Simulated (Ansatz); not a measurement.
GeH3···H2O (doublet)

Input file:

```
crystal:
  periodic: [false, false, false]
  atoms:
    - { symbol: Ge, position_ang: [0.004637, 0.007684, -0.306506] }
    - { symbol: H, position_ang: [0.038226, 0.062472, 2.449704] }
    - { symbol: H, position_ang: [1.465131, -0.000375, -0.766681] }
    - { symbol: H, position_ang: [-0.73162, 1.268459, -0.768422] }
    - { symbol: H, position_ang: [-0.73028, -1.265059, -0.743214] }
    - { symbol: O, position_ang: [-0.026224, -0.042604, 3.410894] }
    - { symbol: H, position_ang: [-0.532672, -0.831677, 3.532726] }
magnetization:
  spin_polarized: true
  initial_magnetization: 1
basis:
  gaussian: { orbitals: def2-SVP }
hamiltonian:
  xc: hf
relax:
  f_tol: 0.03
  max_steps: 50
output:
  orbitals: {}
```

Command:

```sh
ansatz run input.yaml --threads 1 --pin off --max-ram 2048MiB --backend cpu --events-out ev --progress --plain --runs-dir out
```

The fields are those of the run's last geometry, not of the input's.

The calculation used UHF/def2-SVP in Ansatz.

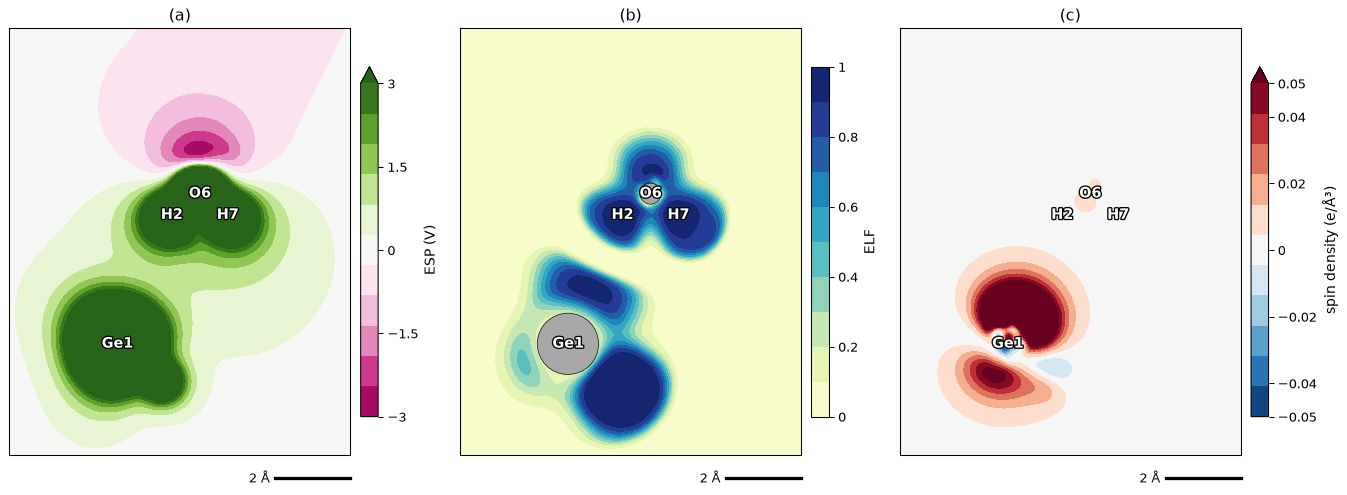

Figure 1. (a) electrostatic potential; (b) ELF; (c) spin density (α minus β) on the plane of atoms H2, O6 and H7. Grey discs cover the atomic cores in the ELF map.

Q: What does the map show?

A: Atoms in the plane: Ge, H and O. Ge1···H2 (3.76 Å): the ELF dips to about 0 between them; a non-bonded, intermolecular contact. O–H (0.95 Å): the ELF climbs to about 1 towards the hydrogen, as it does in any bond to H; a covalent bond by its length. The ELF also peaks beside O6, away from the bonds: non-bonding electrons, paired or unpaired. The unpaired spin (1 electron) lies mostly on Ge1 (about 0.9), in electrons by Hirshfeld's partition. Outside the dense part of the complex the potential is most negative (−2.8 V) near O6.

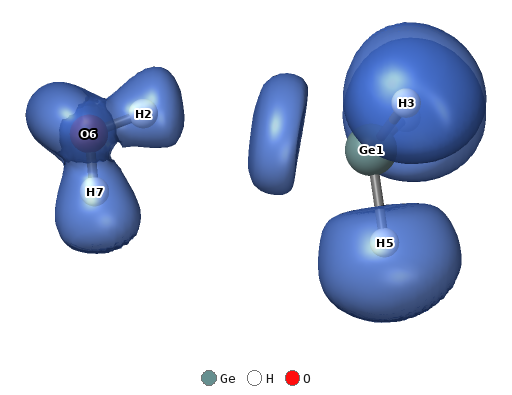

Figure 2. Isosurface of the ELF at 0.75 (blue), seen across its widest extent. Only the valence region is drawn (cores and ρ < 0.01 e/Å³ removed).

Q: What do the ELF domains correspond to?

A: The ELF exceeds this value in three regions around hydrogen nuclei, one lobe on Ge, pointing away from the bonds (non-bonding electrons) and one joined region spread over several atoms (H, O), in which their bonds and any lone pairs are merged.

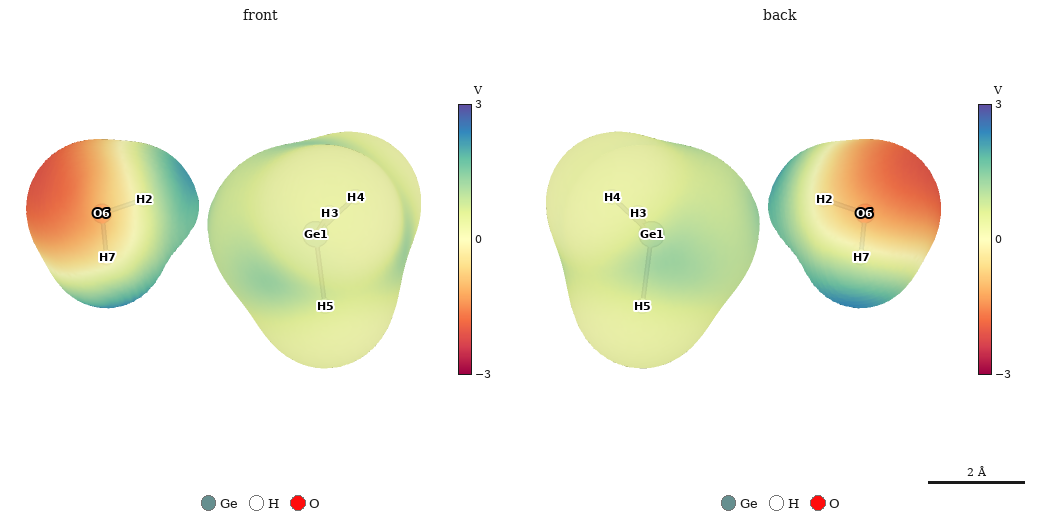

Figure 3. The molecular electrostatic potential painted on the density surface at 0.002 e/bohr³, seen from the front and from behind; the colour scale runs from red (negative) to blue (positive).

Q: Describe the electrostatic potential map.

A: The most negative region (about −2.1 V) lies over O6, the most positive (about +2.3 V) over H7. O6 is the likeliest acceptor of a hydrogen bond.
